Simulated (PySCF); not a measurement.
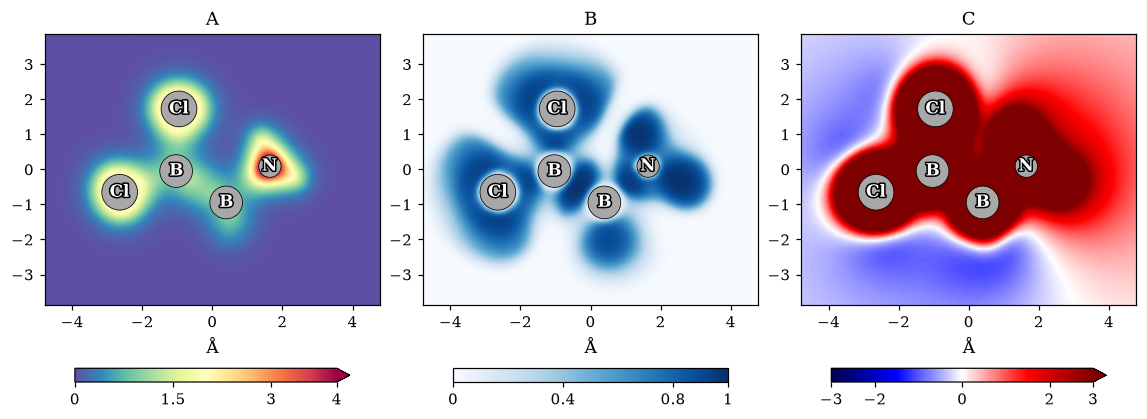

CH$_{7}$B$_{2}$Cl$_{2}$N (SMILES C[NH2+][BH2-]B(Cl)Cl): 3 fields on the plane of atoms Cl5, B4 and Cl6, with unlabelled colour scales. Grey discs cover the atomic cores.

Geometry: GFN2-xTB.

Computed with CAM-B3LYP/def2-SVPD, SCF density, gas phase in PySCF.

```yaml
atoms:
  - { symbol: C, position_ang: [-1.5127, 0.1802, -0.5718] }
  - { symbol: N, position_ang: [-0.5574, -0.7442, 0.0361] }
  - { symbol: B, position_ang: [0.5894, -0.0274, 0.9665] }
  - { symbol: B, position_ang: [1.8017, 0.5343, -0.0649] }
  - { symbol: Cl, position_ang: [1.8214, 0.0018, -1.7585] }
  - { symbol: Cl, position_ang: [3.1401, 1.5363, 0.3454] }
  - { symbol: H, position_ang: [-2.2556, -0.3447, -1.1747] }
  - { symbol: H, position_ang: [-2.0147, 0.7439, 0.2115] }
  - { symbol: H, position_ang: [-0.9684, 0.8767, -1.2047] }
  - { symbol: H, position_ang: [-1.0462, -1.4341, 0.5984] }
  - { symbol: H, position_ang: [-0.0392, -1.2192, -0.7030] }
  - { symbol: H, position_ang: [0.0323, 0.7910, 1.6251] }
  - { symbol: H, position_ang: [1.0049, -0.8943, 1.6770] }
```

The panels show electron density, electron localisation function and electrostatic potential in some order. Assign them.

Panel A: electron density. Panel B: electron localisation function. Panel C: electrostatic potential (strongly positive close to the atoms, with negative regions outside electron-rich atoms). From the grid: B–N (1.64 Å): ρ is about 1.2 e/Å³ halfway; the ELF peaks at about 0.95 between the atoms (a polar covalent bond). B–B (1.69 Å): the density is about 1.1 e/Å³ at the midpoint; the ELF peaks at about 1 between the atoms (a covalent bond).
